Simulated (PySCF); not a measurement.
C6H12S (SMILES C=CSCCCC)

```yaml
atoms:
  - { symbol: C, position_ang: [3.5686, 0.4970, 0.4413] }
  - { symbol: C, position_ang: [3.0109, 0.0804, -0.6843] }
  - { symbol: S, position_ang: [1.3155, -0.0157, -1.0880] }
  - { symbol: C, position_ang: [0.4918, 0.6051, 0.4240] }
  - { symbol: C, position_ang: [-1.0179, 0.6006, 0.2418] }
  - { symbol: C, position_ang: [-1.5830, -0.8116, 0.1087] }
  - { symbol: C, position_ang: [-3.0914, -0.7990, -0.0990] }
  - { symbol: H, position_ang: [4.6396, 0.4986, 0.5458] }
  - { symbol: H, position_ang: [3.0059, 0.8464, 1.2881] }
  - { symbol: H, position_ang: [3.6025, -0.2658, -1.5182] }
  - { symbol: H, position_ang: [0.8593, 1.6172, 0.5978] }
  - { symbol: H, position_ang: [0.7871, -0.0453, 1.2484] }
  - { symbol: H, position_ang: [-1.4704, 1.0954, 1.1056] }
  - { symbol: H, position_ang: [-1.2741, 1.1800, -0.6481] }
  - { symbol: H, position_ang: [-1.3430, -1.3819, 1.0092] }
  - { symbol: H, position_ang: [-1.1036, -1.3062, -0.7381] }
  - { symbol: H, position_ang: [-3.5892, -0.3150, 0.7387] }
  - { symbol: H, position_ang: [-3.3454, -0.2574, -1.0073] }
  - { symbol: H, position_ang: [-3.4729, -1.8135, -0.1864] }
```

Geometry: GFN2-xTB.

Method: PySCF 2.14.0, PBE0/pcSseg-1, SCF density, gas phase, non-relativistic.

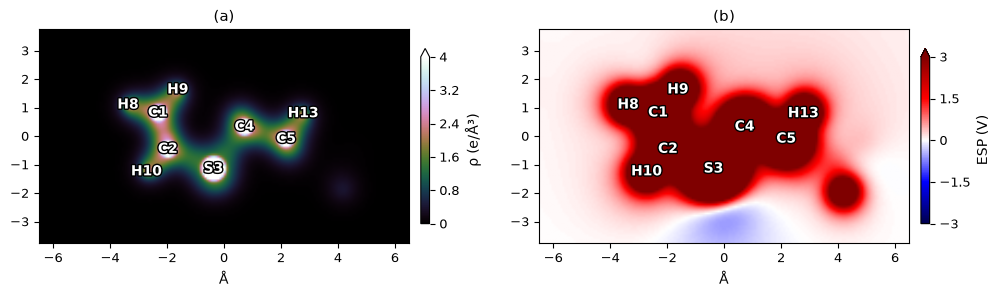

Figure 1. (a) total electron density; (b) molecular electrostatic potential on the plane of atoms S3, C4 and C5.

Interpret the plot.

Answer.
- The plane passes through C, S and H nuclei.
- C–C (1.32 Å): ρ is about 2.3 e/Å³ halfway.
- C–S (1.75 Å): ρ is about 1.4 e/Å³ halfway.
- C–H (1.08 Å): ρ is about 2 e/Å³ halfway.
- C–C (1.52 Å): ρ is about 1.6 e/Å³ halfway.
- C–S (1.83 Å): ρ is about 1.2 e/Å³ halfway.
- Outside the dense part of the molecule the potential is most negative (−0.6 V) near S3.

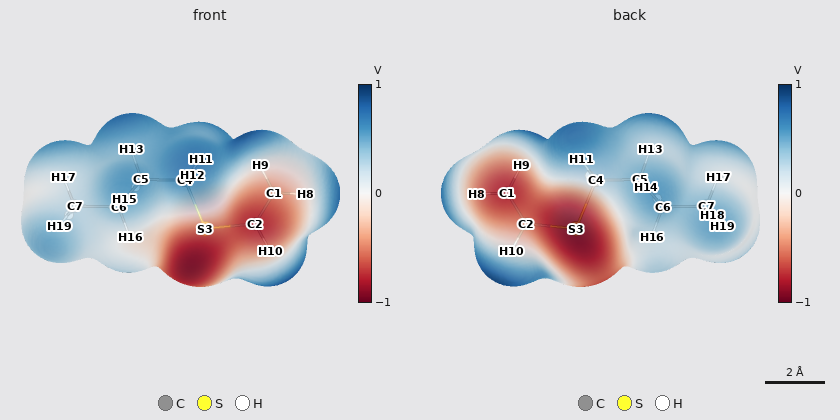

Figure 2. The molecular electrostatic potential painted on the density surface at 0.002 e/bohr³, seen from the front and from behind; the colour scale runs from red (negative) to blue (positive).

Where is the surface potential most negative and most positive?

Answer. The most negative region (about −1.0 V) lies over S3, the most positive (about +0.9 V) over H9 and H10.

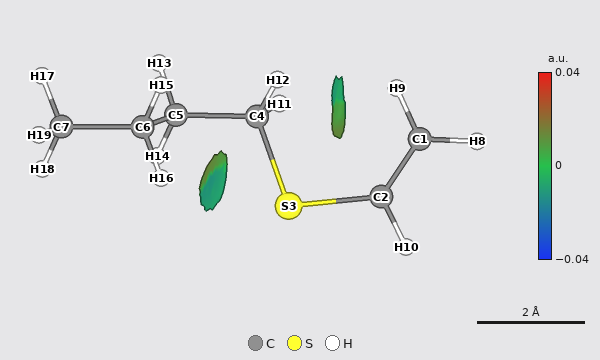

Figure 3. Non-covalent interaction (NCI) plot: the surface where the reduced density gradient is 0.6, for densities under 0.05 a.u., coloured by sign(λ₂)ρ; seen at a tilt.

Identify the weak interactions.

Answer.
- Between H16 and C6 on one side and S3 and C4 on the other: a weak contact, attractive (blue-green) on one side and crowded (olive to red) on the other
- Between H9 and C1 on one side and C4 and H11 on the other: a weak contact, attractive (blue-green) on one side and crowded (olive to red) on the other
